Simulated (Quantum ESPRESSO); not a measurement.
# E(M) of CrBr2

Aim: the energy of CrBr2 as a function of the total spin moment of its primitive cell.

Calculated with Quantum ESPRESSO 7.5; PBEsol; plane waves with GBRV 1.5 PBEsol potentials, no spin-orbit coupling.

## (1) Set-up

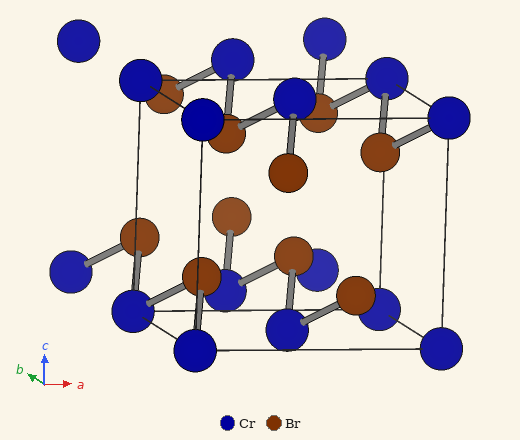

The starting structure, seen slightly off an axis (chromium blue, bromine brown). 1×2×1 cells are drawn. This picture shows the conventional cell, with its axes. Bonds to atoms that aren't drawn are left out. Some periodic images of atoms are drawn too.

The cell comes from Materials Project 2023-11-01, a database of computed structures, and need not be the stable phase.

## (2) The free run

pw.in reads:

```
&CONTROL
  calculation = 'scf'
  prefix = 'pwscf'
  outdir = './tmp'
  pseudo_dir = './pseudo'
  disk_io = 'nowf'
/
&SYSTEM
  ibrav = 0
  celldm(1) = 8
  nat = 3
  ntyp = 2
  ecutwfc = 40
  ecutrho = 280
  nbnd = 23
  occupations = 'smearing'
  smearing = 'fd'
  degauss = 0.00999582
  nspin = 2
  starting_magnetization(1) = 0.2143
  starting_magnetization(2) = 0
/
&ELECTRONS
  conv_thr = 6d-09
  electron_maxstep = 150
  mixing_beta = 0.3
/
ATOMIC_SPECIES
Cr     51.9961 cr_pbesol_v1.5.uspp.F.UPF
Br     79.9040 br_pbesol_v1.4.uspp.F.UPF
CELL_PARAMETERS alat
   0.8845498546720   -0.4325240586408    0.0000000000000
   0.8845498546720    0.4325240586408    0.0000000000000
  -0.1716927205632    0.0000000000000    1.5273583845774
ATOMIC_POSITIONS crystal
Cr      0.0000000000    0.0000000000    0.0000000000
Br      0.6457740000    0.6457740000    0.2332280000
Br      0.3542260000    0.3542260000    0.7667720000
K_POINTS automatic
6 6 6 0 0 0
```

Command:

```sh
$ OMP_NUM_THREADS=1 mpirun -n 2 pw.x -nk 2 -in pw.in > pw.out
```

Log:

```text
Program PWSCF v.7.5 starts

     Message from routine setup:
     using ibrav=0 with symmetry is DISCOURAGED, use correct ibrav instead

     K-points division:     npool     =       2
     Subspace diagonalization in iterative solution of the eigenvalue problem:

     G-vector sticks info
     --------------------
     sticks:   dense  smooth     PW     G-vecs:    dense   smooth      PW
     Sum        1087     617    195                47327    20441    3653

     Using Slab Decomposition

     bravais-lattice index     =            0
     lattice parameter (alat)  =       8.0000  a.u.
     unit-cell volume          =     598.3751 (a.u.)^3
     number of atoms/cell      =            3
     number of atomic types    =            2
     number of electrons       =        28.00
     number of Kohn-Sham states=           23
     kinetic-energy cutoff     =      40.0000  Ry
     charge density cutoff     =     280.0000  Ry
     scf convergence threshold =      6.0E-09
     mixing beta               =       0.3000
     number of iterations used =            8  plain     mixing
     Exchange-correlation= SLA  PW   PSX  PSC
                           (   1   4  10   8   0   0   0)

     celldm(1)=   8.000000  celldm(2)=   0.000000  celldm(3)=   0.000000
     celldm(4)=   0.000000  celldm(5)=   0.000000  celldm(6)=   0.000000

     crystal axes: (cart. coord. in units of alat)
               a(1) = (   0.884550  -0.432524   0.000000 )
               a(2) = (   0.884550   0.432524   0.000000 )
               a(3) = (  -0.171693   0.000000   1.527358 )

     reciprocal axes: (cart. coord. in units 2 pi/alat)
               b(1) = (  0.565259 -1.156005  0.063542 )
               b(2) = (  0.565259  1.156005  0.063542 )
               b(3) = ( -0.000000  0.000000  0.654725 )

     PseudoPot. # 1 for Cr read from file:
     cr_pbesol_v1.5.uspp.F.UPF
     Pseudo is Ultrasoft + core correction, Zval = 14.0
     Generated by new atomic code, or converted to UPF format
     Using radial grid of  857 points,  6 beta functions with:
                l(1) =   0
                l(2) =   0
                l(3) =   1
                l(4) =   1
                l(5) =   2
                l(6) =   2
     Q(r) pseudized with  8 coefficients,  rinner =    0.950   0.950   0.950
                                                       0.950   0.950

     PseudoPot. # 2 for Br read from file:
     br_pbesol_v1.4.uspp.F.UPF
     Pseudo is Ultrasoft + core correction, Zval =  7.0
     Generated by new atomic code, or converted to UPF format
     Using radial grid of  879 points,  6 beta functions with:
                l(1) =   0
                l(2) =   0
                l(3) =   1
                l(4) =   1
                l(5) =   2
                l(6) =   2
     Q(r) pseudized with  8 coefficients,  rinner =    1.200   1.200   1.200
                                                       1.200   1.200

     atomic species   valence    mass     pseudopotential
     Cr               14.00    51.99610     Cr( 1.00)
     Br                7.00    79.90400     Br( 1.00)

     Starting magnetic structure
     atomic species   magnetization
     Cr              0.214
     Br              0.000

      4 Sym. Ops., with inversion, found

   Cartesian axes

     site n.     atom                  positions (alat units)
         1        Cr     tau(   1) = (   0.0000000   0.0000000   0.0000000  )
         2        Br     tau(   2) = (   1.1023950   0.0000000   0.3562227  )
         3        Br     tau(   3) = (   0.4950119   0.0000000   1.1711356  )

     number of k points=    68  Fermi-Dirac smearing, width (Ry)=  0.0100
                       cart. coord. in units 2pi/alat
        k(    1) = (   0.0000000   0.0000000   0.0000000), wk =   0.0046296
        k(    2) = (   0.0000000   0.0000000   0.1091209), wk =   0.0092593
        k(    3) = (   0.0000000   0.0000000   0.2182417), wk =   0.0092593
        k(    4) = (   0.0000000   0.0000000  -0.3273626), wk =   0.0046296
        k(    5) = (   0.0942099   0.1926675   0.0105903), wk =   0.0185185
        [... 63 further k-points ...]

     Dense  grid:    47327 G-vectors     FFT dimensions: (  45,  45,  72)

     Smooth grid:    20441 G-vectors     FFT dimensions: (  32,  32,  50)

     Check: negative core charge=   -0.000003
     Generating pointlists ...
     new r_m :   0.2480 (alat units)  1.9839 (a.u.) for type    1
     new r_m :   0.2480 (alat units)  1.9839 (a.u.) for type    2

     Initial potential from superposition of free atoms

     starting charge      26.9999, renormalised to      28.0000

     negative rho (up, down):  7.515E-04 4.853E-04
     Starting wfcs are   18 randomized atomic wfcs +    5 random wfcs

     Self-consistent Calculation

     iteration #  1     ecut=    40.00 Ry     beta= 0.30
     Davidson diagonalization with overlap
     ethr =  1.00E-02,  avg # of iterations =  7.5

     Threshold (ethr) on eigenvalues was too large:
     Diagonalizing with lowered threshold

     Davidson diagonalization with overlap
     ethr =  5.31E-04,  avg # of iterations =  4.7

     negative rho (up, down):  3.860E-04 8.043E-04

     total energy              =    -256.49948934 Ry
     estimated scf accuracy    <       0.18269202 Ry

     total magnetization       =     3.97 Bohr mag/cell
     absolute magnetization    =     4.04 Bohr mag/cell

     iteration #  2     ecut=    40.00 Ry     beta= 0.30
     Davidson diagonalization with overlap
     ethr =  6.52E-04,  avg # of iterations =  2.0

     negative rho (up, down):  0.000E+00 1.630E-03

     total energy              =    -256.51746120 Ry
     estimated scf accuracy    <       0.03653117 Ry

     total magnetization       =     4.00 Bohr mag/cell
     absolute magnetization    =     4.10 Bohr mag/cell

     iteration #  3     ecut=    40.00 Ry     beta= 0.30
     Davidson diagonalization with overlap
     ethr =  1.30E-04,  avg # of iterations =  6.9

     negative rho (up, down):  0.000E+00 3.711E-03

     total energy              =    -256.53032159 Ry
     estimated scf accuracy    <       0.00727159 Ry

     total magnetization       =     4.00 Bohr mag/cell
     absolute magnetization    =     4.14 Bohr mag/cell

     [... further iterations left out ...]

     iteration #  9     ecut=    40.00 Ry     beta= 0.30
     Davidson diagonalization with overlap
     ethr =  1.05E-08,  avg # of iterations =  2.0

     negative rho (up, down):  0.000E+00 4.867E-03

     total energy              =    -256.53347729 Ry
     estimated scf accuracy    <       0.00000014 Ry

     total magnetization       =     4.00 Bohr mag/cell
     absolute magnetization    =     4.21 Bohr mag/cell

     iteration # 10     ecut=    40.00 Ry     beta= 0.30
     Davidson diagonalization with overlap
     ethr =  5.10E-10,  avg # of iterations =  5.9

     negative rho (up, down):  0.000E+00 4.865E-03

     total energy              =    -256.53347775 Ry
     estimated scf accuracy    <       0.00000012 Ry

     total magnetization       =     4.00 Bohr mag/cell
     absolute magnetization    =     4.21 Bohr mag/cell

     iteration # 11     ecut=    40.00 Ry     beta= 0.30
     Davidson diagonalization with overlap
     ethr =  4.20E-10,  avg # of iterations =  1.8

     negative rho (up, down):  0.000E+00 4.864E-03

     total energy              =    -256.53347786 Ry
     estimated scf accuracy    <       0.00000002 Ry

     total magnetization       =     4.00 Bohr mag/cell
     absolute magnetization    =     4.21 Bohr mag/cell

     iteration # 12     ecut=    40.00 Ry     beta= 0.30
     Davidson diagonalization with overlap
     ethr =  5.69E-11,  avg # of iterations =  4.9

     negative rho (up, down):  0.000E+00 4.864E-03

     Magnetic moment per site  (integrated on atomic sphere of radius R)
     atom   1 (R=0.248)  charge= 12.0996  magn=  3.5094
     atom   2 (R=0.248)  charge=  4.8335  magn= -0.0236
     atom   3 (R=0.248)  charge=  4.8335  magn= -0.0236

     End of self-consistent calculation

     Number of k-points >= 100: set verbosity='high' to print the bands.

     the Fermi energy is     4.8177 ev

!    total energy              =    -256.53347797 Ry
     estimated scf accuracy    <          1.5E-09 Ry
     smearing contrib. (-TS)   =      -0.00313813 Ry
     internal energy E=F+TS    =    -256.53033983 Ry

     The total energy is F=E-TS. E is the sum of the following terms:
     one-electron contribution =    -174.25771408 Ry
     hartree contribution      =      94.33484525 Ry
     xc contribution           =     -61.70437121 Ry
     ewald contribution        =    -114.90309980 Ry

     total magnetization       =     4.00 Bohr mag/cell
     absolute magnetization    =     4.21 Bohr mag/cell

     convergence has been achieved in  12 iterations

=------------------------------------------------------------------------------=
   JOB DONE.
=------------------------------------------------------------------------------=
```

Run time: 92 s. Hardware: 2 MPI ranks of Arm Neoverse V1, shared host; peak memory 0.41 GiB; 3.1 min of CPU time.

Spin moment in the atom's sphere by atom:

| atom | spin moment in the atom's sphere (μB) |
| --- | --- |
| Cr1 | 3.51 |
| Br2 | -0.02 |
| Br3 | -0.02 |

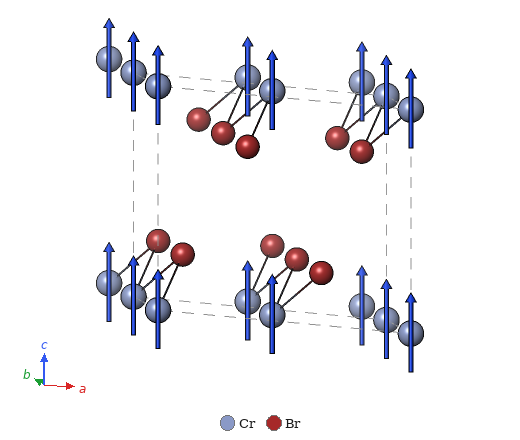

Spin moment in the atom's sphere as arrows, the longest 3.51 μB. Up and down stand for the sign. Arrows give size and sign along the axis of quantisation, drawn up and down the page. Bonds to atoms that aren't drawn are left out. 1×2×1 conventional cells are drawn. Some periodic images of atoms are drawn too.

Numbers from this step:

```yaml
smearing_term_ts: 0.04270 eV
magnetization: 4 μB
absolute_magnetization: 4.207 μB
final_state: ferromagnetic
```

## (3) Moment fixed at 0 μB

The two spin channels are filled to separate Fermi energies, so that the total moment meets the target. Half of the up one less the down one is the slope dE/dM.

Edit pw.in of step 2 so:

```diff
@@ -14,3 +14,3 @@
   ecutrho = 280
-  nbnd = 23
+  nbnd = 24
   occupations = 'smearing'
@@ -19,4 +19,5 @@
   nspin = 2
-  starting_magnetization(1) = 0.2143
+  starting_magnetization(1) = 0.0107
   starting_magnetization(2) = 0
+  tot_magnetization = 0
 /
```

Log:

```text
     [... lines left out ...]
Program PWSCF v.7.5 starts
     [... lines left out ...]
     number of atoms/cell      =            3
     [... lines left out ...]
     number of electrons       =        28.00 (up:  14.00, down:  14.00)
     number of Kohn-Sham states=           24
     kinetic-energy cutoff     =      40.0000  Ry
     charge density cutoff     =     280.0000  Ry
     scf convergence threshold =      6.0E-09
     [... lines left out ...]
      4 Sym. Ops., with inversion, found
     [... lines left out ...]
     number of k points=    68  Fermi-Dirac smearing, width (Ry)=  0.0100
     [... lines left out ...]
     iteration # 29     ecut=    40.00 Ry     beta= 0.30
     [... lines left out ...]
     Magnetic moment per site  (integrated on atomic sphere of radius R)
     atom   1 (R=0.248)  charge= 12.0785  magn=  0.0000
     atom   2 (R=0.248)  charge=  4.8027  magn=  0.0000
     atom   3 (R=0.248)  charge=  4.8027  magn=  0.0000
     [... lines left out ...]
     the spin up/dw Fermi energies are     4.9828    4.9828 ev
!    total energy              =    -256.37966502 Ry
     estimated scf accuracy    <          5.6E-09 Ry
     smearing contrib. (-TS)   =      -0.03675228 Ry
     [... lines left out ...]
     total magnetization       =     0.00 Bohr mag/cell
     absolute magnetization    =     0.00 Bohr mag/cell
     convergence has been achieved in  29 iterations
```

Wall time 2.9 min (2 MPI ranks); peak memory 0.43 GiB; 5.7 min of CPU time.

Read from the output:

| Quantity | Value |
| --- | --- |
| magnetization | 0 μB |
| absolute magnetization | 0 μB |
| half the difference of the two Fermi energies | 0 meV |
| largest moment | 0 μB |

## (4) Moment fixed at 0.675 μB

Edit pw.in of step 3 so:

```diff
@@ -19,5 +19,5 @@
   nspin = 2
-  starting_magnetization(1) = 0.0107
+  starting_magnetization(1) = 0.0482
   starting_magnetization(2) = 0
-  tot_magnetization = 0
+  tot_magnetization = 0.675
 /
```

Log:

```text
     [... lines left out ...]
Program PWSCF v.7.5 starts
     [... lines left out ...]
     number of atoms/cell      =            3
     [... lines left out ...]
     number of electrons       =        28.00 (up:  14.34, down:  13.66)
     number of Kohn-Sham states=           24
     kinetic-energy cutoff     =      40.0000  Ry
     charge density cutoff     =     280.0000  Ry
     scf convergence threshold =      6.0E-09
     [... lines left out ...]
      4 Sym. Ops., with inversion, found
     [... lines left out ...]
     number of k points=    68  Fermi-Dirac smearing, width (Ry)=  0.0100
     [... lines left out ...]
     iteration #122     ecut=    40.00 Ry     beta= 0.30
     [... lines left out ...]
[key lines of the parts left out:]
total energy              =    -256.38046312 Ry
total magnetization       =     0.67 Bohr mag/cell
```

It took 12 min on 2 MPI ranks; peak memory 0.43 GiB.

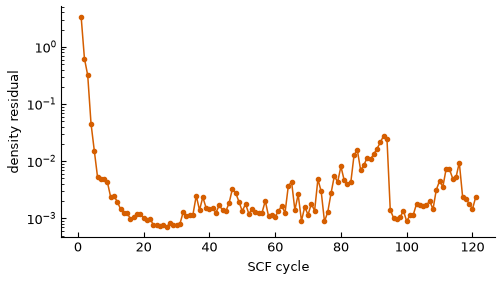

Residual by cycle in this run.

The run was cut off at its time limit.

After 121 cycles the residual stands at 0.0024.

## (5) Moment fixed at 1.35 μB

Edit pw.in of step 4 so:

```diff
@@ -14,3 +14,3 @@
   ecutrho = 280
-  nbnd = 24
+  nbnd = 25
   occupations = 'smearing'
@@ -19,5 +19,5 @@
   nspin = 2
-  starting_magnetization(1) = 0.0482
+  starting_magnetization(1) = 0.0964
   starting_magnetization(2) = 0
-  tot_magnetization = 0.675
+  tot_magnetization = 1.35
 /
```

Log:

```text
     [... lines left out ...]
Program PWSCF v.7.5 starts
     [... lines left out ...]
     number of atoms/cell      =            3
     [... lines left out ...]
     number of electrons       =        28.00 (up:  14.68, down:  13.32)
     number of Kohn-Sham states=           25
     kinetic-energy cutoff     =      40.0000  Ry
     charge density cutoff     =     280.0000  Ry
     scf convergence threshold =      6.0E-09
     [... lines left out ...]
      4 Sym. Ops., with inversion, found
     [... lines left out ...]
     number of k points=    68  Fermi-Dirac smearing, width (Ry)=  0.0100
     [... lines left out ...]
     iteration #109     ecut=    40.00 Ry     beta= 0.30
     [... lines left out ...]
[key lines of the parts left out:]
total energy              =    -256.40019815 Ry
total magnetization       =     1.35 Bohr mag/cell
```

Elapsed: 12 min, on 2 MPI ranks; peak memory 0.43 GiB.

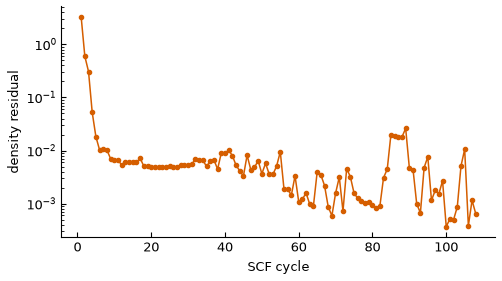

Residual by cycle in this run.

The run was cut off at its time limit.

After 108 cycles the residual stands at 6.5e-4.

(Continued in part 2 of 2.)

[Logs and program files are shortened in this print: banners, set-up blocks, solver, clock and traceback lines can be left out without a mark of their own.]

[Logs are printed without paths, hosts, clocks, repeated set-up lines and the standing remarks that a program may print on its own settings, such as how far it seeks lower states.]

[Hosts, paths, dates, database ids (printed as entryN), source tags and the programs' standing remarks are cut or masked in the printed files.]

[Where a cell is said to come from a database of computed structures, the database is the Materials Project.]
